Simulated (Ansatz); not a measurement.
# NOF (nitrosyl fluoride) at 6 levels

Wanted: a comparison of 6 runs (B3LYP/STO-3G, PBE/STO-3G, SVWN5/STO-3G, MP2/STO-3G, UMP2/STO-3G, CCSDTQ/STO-3G) of NOF (nitrosyl fluoride). 

Program for the calculation: Ansatz 0.2.0.

66 further runs of the same task are left out: 15 that didn't finish, 51 set aside as unsound or not needed.

### Step 1. The system as given

NOF: 3 atoms, total charge 0, spin state singlet. SMILES: `O=NF`. The N2–O1 distance was set to 1.708 Å, away from the relaxed value.

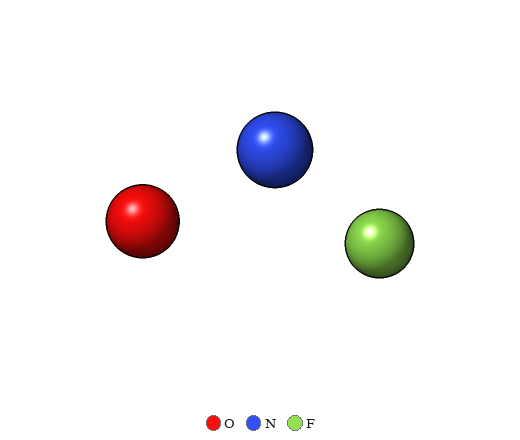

The structure, seen from a chosen angle (oxygen red, nitrogen blue, fluorine green).

### Step 2. The energy at B3LYP/STO-3G (run 1)

Input file in.yaml:

```yaml
crystal:
  periodic: [false, false, false]
  atoms:
    - symbol: O
      position_ang: [1.248243, 0.605443, 0.753242]
    - symbol: "N"
      position_ang: [0.147270, -0.481640, 0.029090]
    - symbol: F
      position_ang: [-1.028520, 0.238580, -0.540950]
basis:
  gaussian:
    orbitals: STO-3G
total_charge: 0
hamiltonian:
  xc: {name: B3LYP}
accuracy: high
```

Launch:

```sh
ansatz run in.yaml --threads 1 --pin off --max-ram 2610MiB --events-out events.jsonl --progress --plain --runs-dir runs
```

What it wrote:

```text
Warning: RAYON_NUM_THREADS=1 ignored (pool sized by the plan → 1); use --threads N
Functional definition: B3LYP
  name "B3LYP"
  parameter a0 = 0.2
  parameter ax = 0.72
  parameter ac = 0.81
  exchange = (1 - a0 - ax)*slater_x + ax*b88_x + a0*exact_x
  correlation = (1 - ac)*vwn_rpa_c + ac*lyp_c
250 factors; integrals over basis functions are off by at most 3.5e-8 eV
mean field evaluation 1: about -6152.3604 eV, gradient 4.7e1 eV
mean field evaluation 2: about -5981.7990 eV, gradient 1.2e2 eV
mean field evaluation 4: about -6127.6268 eV, gradient 6.6e1 eV
mean field evaluation 8: about -6160.2278 eV, gradient 1.9e-3 eV
mean field evaluation 16: about -6160.1848 eV, gradient 2.8e-8 eV
mean field -6160.18484353 eV, -226.3826174766 hartree, gradient 2.8e-8 eV, S^2 0.000000; 0 other end points of the search recorded, 0 dependent functions left out
reference -6160.18485916 eV, -226.3826180510 hartree; 12, 12 occupied and 3, 3 virtual orbitals, 250 factors
Total energy: -6160.18485916 eV, -226.3826180510 hartree
```

It took 0.72 s on 1 thread of Arm Neoverse V1, shared host.

### Step 3. A single-point energy at PBE/STO-3G (run 2)

Input file job.yaml:

```yaml
crystal:
  periodic: [false, false, false]
  atoms:
    - {symbol: O, position_ang: [1.248243, 0.605443, 0.753242]}
    - {symbol: N, position_ang: [0.147270, -0.481640, 0.029090]}
    - {symbol: F, position_ang: [-1.028520, 0.238580, -0.540950]}
basis:
  gaussian:
    orbitals: STO-3G
hamiltonian:
  xc: {name: PBE}
accuracy: high
```

Launch:

```sh
ansatz run job.yaml --threads 1 --pin off --max-ram 2610MiB --events-out events.jsonl --progress --plain --runs-dir runs
```

What it wrote:

```text
Warning: RAYON_NUM_THREADS=1 ignored (pool sized by the plan → 1); use --threads N
Functional definition: PBE
  name "PBE"
  parameter kappa = 0.804
  parameter beta = 0.06672455060314922
  exchange = pbe_x(kappa = kappa, mu = beta*pi^2/3)
  correlation = pbe_c(beta = beta)
250 factors; integrals over basis functions are off by at most 3.5e-8 eV
mean field evaluation 1: about -6148.0216 eV, gradient 4.6e1 eV
mean field evaluation 2: about -5971.5135 eV, gradient 1.1e2 eV
mean field evaluation 4: about -6121.2872 eV, gradient 6.5e1 eV
mean field evaluation 8: about -6155.6497 eV, gradient 9.8e-2 eV
mean field evaluation 16: about -6140.9162 eV, gradient 4.5e1 eV
mean field evaluation 32: about -6149.8931 eV, gradient 6.2e0 eV
mean field -6155.57124513 eV, -226.2130708626 hartree, gradient 5.9e-8 eV, S^2 0.000000; 3 other end points of the search recorded, 0 dependent functions left out
reference -6155.57124589 eV, -226.2130708905 hartree; 12, 12 occupied and 3, 3 virtual orbitals, 250 factors
Total energy: -6155.57124589 eV, -226.2130708905 hartree
```

Wall time 1.1 s (1 thread of Arm Neoverse V1, shared host).

Runs 3 to 5 aren't shown in full; the table further down has their settings and results.

### Step 4. A single-point energy at CCSDTQ/STO-3G (run 6)

Input file molecule.yaml:

```yaml
crystal:
  periodic: [false, false, false]
  atoms:
    - {symbol: O, position_ang: [1.248243, 0.605443, 0.753242]}
    - {symbol: "N", position_ang: [0.147270, -0.481640, 0.029090]}
    - {symbol: F, position_ang: [-1.028520, 0.238580, -0.540950]}
basis:
  gaussian: {orbitals: STO-3G}
scf: {omitted_lower_state_checks: [cluster_reference, increment]}
accuracy: high
correlation: {method: ccsdtq, frozen_orbitals: {F: 1, "N": 1, O: 1}}
```

Launch:

```sh
ansatz run molecule.yaml --threads 1 --pin off --max-ram 2610MiB --events-out events.jsonl --progress --plain --runs-dir runs
```

What it wrote:

```text
Warning: RAYON_NUM_THREADS=1 ignored (pool sized by the plan → 1); use --threads N
[... 17 lines left out ...]
3 core orbitals not correlated: weight in the atoms' cores, before any rotation towards them, 1.000 or more for the frozen orbitals, at most 0.000 for the correlated occupied ones
[... 56 lines left out ...]
WARN: these amplitudes may be one of several solutions (largest doubles amplitude 0.82, level shift 0.00 eV)
Total energy: -6140.00371364 eV, -225.6409746322 hartree
Checks for a lower state left out: cluster_reference, increment
```

It took 15 s on 1 thread of Arm Neoverse V1, shared host; peak memory 0.49 GiB.

### Step 5. The series

```csv
run,level,frozen core orbitals,energy (Eh),wall time
1,B3LYP/STO-3G,–,-226.382618,0.72 s
2,PBE/STO-3G,–,-226.213071,1.1 s
3,SVWN5/STO-3G,–,-224.788041,0.7 s
4,MP2/STO-3G,3,-225.462062,0.3 s
5,UMP2/STO-3G,3,-225.557969,0.44 s
6,CCSDTQ/STO-3G,3,-225.640975,15 s
```

### Step 6. Summary of results

```
                                          quantity          value
                               run 6: total energy  -225.64097 Eh
run 6: correlation energy (3 core orbitals frozen)     -321.5 mEh
                              run 6: T1 diagnostic          0.180
```

What this shows: Totals of different functionals can't be ranked against each other. In runs 4, 6 the log says that unrestricted orbitals would lower the reference, so the values rest on an unstable closed-shell determinant (other closed-shell runs at this shape may share the fault). In runs 1, 2, 3, 4, 5, 6 the basis is minimal, so the values are rough. Spin contamination of the reference: run 5 ⟨S²⟩ = 1.72. Where it is this large, the reference is a mixture of spin states, and values that rest on it are in doubt. All runs together took 19 s, the longest 15 s.
